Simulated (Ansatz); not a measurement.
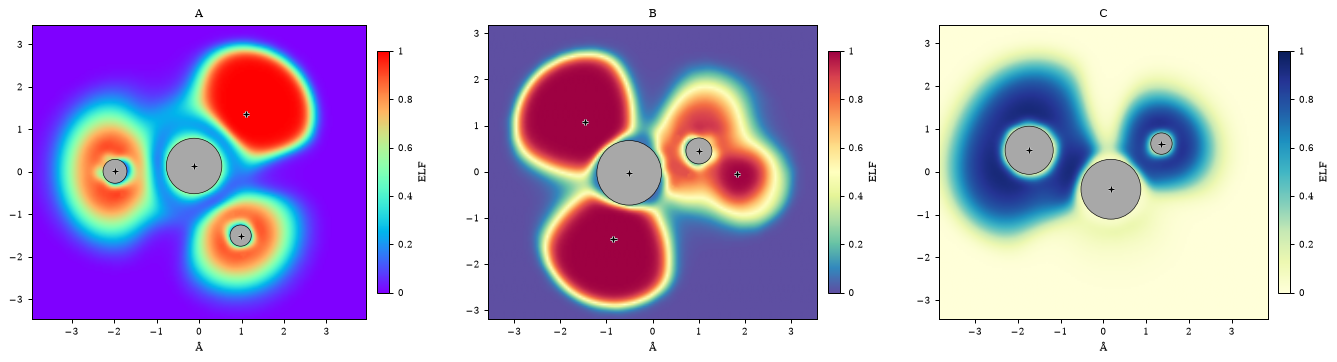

The electron localisation function of 3 systems, each on a plane through atoms (crosses mark nuclei in the plane; grey discs cover the cores).

Level of theory: isolated molecule in a Gaussian basis; Kohn-Sham density functional theory, functional PBE0 in Ansatz 0.2.0.

System 1: H$_{3}$OSi (SMILES O[SiH2+]) (charge +1), the molecular plane. Geometry: PBE0-D3(BJ)/def2-SVP.

```xyz
5

O     0.4495   -0.8834    0.5375
Si    0.5094    0.1715   -0.6430
H     0.3822   -1.8512    0.5248
H     0.6110    1.5643   -0.1830
H     0.4633   -0.2687   -2.0509
```

System 2: F$_{3}$SSi (SMILES F[Si](F)(F)[S]) (doublet), the plane of atoms F2, Si5 and S4. Geometry: B3LYP/6-31G*.

```xyz
5

F     0.5184    1.1477   -0.9103
F     0.3191   -1.1063    0.2638
F     2.5443    0.2083    0.3975
S     2.1132   -1.1369   -2.2577
Si    1.3229   -0.1755   -0.5465
```

System 3: FHOSn (SMILES [O]=[SnH][F]), the molecular plane. Geometry: BLYP-D3(BJ)/def2-SVP; core potentials replace the inner electrons of Sn.

```yaml
atoms:
  - { symbol: F, position_ang: [-0.7188, 1.6241, -0.9742] }
  - { symbol: O, position_ang: [1.3514, 0.0840, 1.1198] }
  - { symbol: Sn, position_ang: [-0.2929, 0.9112, 0.8142] }
  - { symbol: H, position_ang: [-1.7404, 1.3085, 1.6797] }
```

Q: Match each panel to its system.

A: Panel A is system 3, FHOSn: the plane holds F, O, Sn and H. Sn–O (1.87 Å): the ELF peaks at about 0.70 in the valence shell of O, 0.6 Å from its nucleus, and drops to about 0.20 between the two atoms. Panel B is system 1, H$_{3}$OSi: the plane holds O, Si and H. Si–O (1.58 Å): the ELF peaks at about 0.85 between the atoms: a polar covalent bond. Panel C is system 2, F$_{3}$SSi: the plane holds F, S and Si. Si–F (1.59 Å): the ELF peaks at about 0.85 in the valence shell of F, 0.6 Å from its nucleus, and is about 0.55 at the midpoint.
